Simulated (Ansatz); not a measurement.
# [NH4]+ (ammonium) at CCSDT/6-31G

What is the vertical singlet–triplet gap of [NH4]+ (ammonium) at CCSDT/6-31G? 

The results are computed with Ansatz 0.2.0.

2 further runs of the same task are left out: 2 set aside as unsound or not needed.

## 1. The molecule

[NH4]+: 5 atoms, total charge +1, spin state singlet. As SMILES, `[NH4+]`. The shape is that of a PBE0-D4/def2-TZVP optimisation.

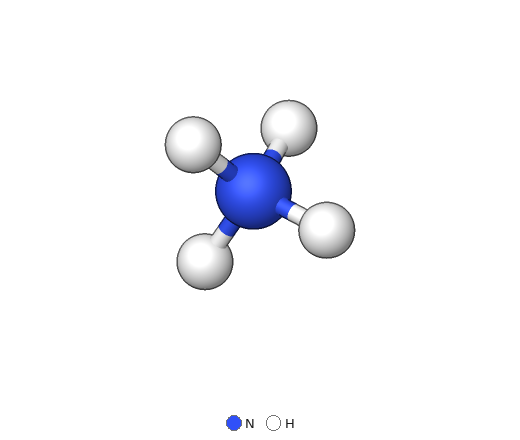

The structure, seen from a chosen angle (nitrogen blue, hydrogen white).

## 2. The energy at CCSDT/6-31G

input.yaml reads:

```yaml
crystal:
  periodic: [false, false, false]
  atoms:
    - {symbol: N, position_ang: [0.000010, 0.000010, -0.000000]}
    - {symbol: H, position_ang: [0.453330, -0.447860, 0.801010]}
    - {symbol: H, position_ang: [-0.972430, 0.216180, 0.235210]}
    - {symbol: H, position_ang: [0.023940, -0.633460, -0.803650]}
    - {symbol: H, position_ang: [0.495160, 0.865130, -0.232580]}
basis:
  gaussian: {orbitals: 6-31G}
total_charge: 1
correlation: {method: ccsdt, frozen_orbitals: {H: 0, "N": 1}}
accuracy: high
scf: {omitted_lower_state_checks: [cluster_reference, increment]}
```

The run is started by

```
$ ansatz run input.yaml --threads 1 --pin off --max-ram 3480MiB --events-out events.jsonl --progress --plain --runs-dir runs
```

Standard output, shortened:

```text
Warning: RAYON_NUM_THREADS=1 ignored (pool sized by the plan → 1); use --threads N
Functional definition: HF
  name "HF"
[...]
407 factors; integrals over basis functions are off by at most 3.2e-9 eV
[...]
mean field -1537.88001274 eV, -56.5160480556 hartree, gradient 1.4e-8 eV, S^2 0.000000; 0 other end points of the search recorded, 0 dependent functions left out
1 core orbitals not correlated: weight in the atoms' cores, before any rotation towards them, 1.000 or more for the frozen orbitals, at most 0.000 for the correlated occupied ones
reference -1537.88001274 eV, -56.5160480556 hartree; 4, 4 occupied and 12, 12 virtual orbitals, 407 factors
second order -3.19808462 eV of doubles, -0.00000000 eV of singles
cycle   1  -3.45625176 eV  change   -2.6e-1 eV  update   3.9e-2
[...]
cycle  18  -3.64832440 eV  change  -1.4e-10 eV  update  8.7e-11
Total energy: -1541.52833714 eV, -56.6501215045 hartree
Checks for a lower state left out: cluster_reference, increment
```

Run time: 0.28 s. Hardware: 1 thread of Arm Neoverse V1, shared host.

## 3. The triplet

molecule.yaml reads:

```yaml
crystal:
  periodic: [false, false, false]
  atoms:
    - symbol: "N"
      position_ang: [0.000010, 0.000010, -0.000000]
    - symbol: H
      position_ang: [0.453330, -0.447860, 0.801010]
    - symbol: H
      position_ang: [-0.972430, 0.216180, 0.235210]
    - symbol: H
      position_ang: [0.023940, -0.633460, -0.803650]
    - symbol: H
      position_ang: [0.495160, 0.865130, -0.232580]
basis:
  gaussian:
    orbitals: 6-31G
total_charge: 1
magnetization:
  spin_polarized: true
  initial_magnetization: 2
correlation:
  method: ccsdt
  frozen_orbitals: {H: 0, "N": 1}
accuracy: high
scf:
  omitted_lower_state_checks: [cluster_reference, increment]
```

The run is started by

```
$ ansatz run molecule.yaml --threads 1 --pin off --max-ram 3480MiB --events-out events.jsonl --progress --plain --runs-dir runs
```

Standard output, shortened:

```text
Warning: RAYON_NUM_THREADS=1 ignored (pool sized by the plan → 1); use --threads N
[... 2 set-up lines as earlier in the session ...]
[...]
410 factors; integrals over basis functions are off by at most 3.2e-9 eV
[...]
mean field -1523.53362115 eV, -55.9888278892 hartree, gradient 2.3e-8 eV, S^2 2.005990; 2 other end points of the search recorded, 0 dependent functions left out
1 core orbitals not correlated: weight in the atoms' cores, before any rotation towards them, 1.000 or more for the frozen orbitals, at most 0.000 for the correlated occupied ones
reference -1523.53362115 eV, -55.9888278892 hartree; 5, 3 occupied and 11, 13 virtual orbitals, 410 factors
second order -2.54906133 eV of doubles, -0.00000000 eV of singles
cycle   1  -2.84031975 eV  change   -2.9e-1 eV  update   4.4e-2
[...]
cycle  96  -3.09089747 eV  change   8.4e-10 eV  update  7.9e-10
Total energy: -1526.62451862 eV, -56.1024162759 hartree
Checks for a lower state left out: cluster_reference, increment
```

Run time: 2.4 s. Hardware: 1 thread of Arm Neoverse V1, shared host.

## 4. Outcome

At CCSDT/6-31G, 1 core orbital frozen:

| quantity | value |
| --- | --- |
| singlet: total energy | -56.65012 Eh |
| singlet: correlation energy (1 core orbital frozen) | -134.1 mEh |
| singlet: T1 diagnostic | 0.006 |
| triplet: total energy | -56.10242 Eh |
| triplet: correlation energy (1 core orbital frozen) | -113.6 mEh |
| triplet: ⟨S²⟩ of the reference determinant | 2.006 |
| triplet: T1 diagnostic | 0.067 |
| vertical energy of the triplet above the singlet | 14.904 eV |

In words: At this shape the triplet lies 14.90 eV (1438 kJ/mol) above the singlet. The T1 diagnostic (triplet) of 0.067 is above the customary mark for such species, so a single reference may not serve.
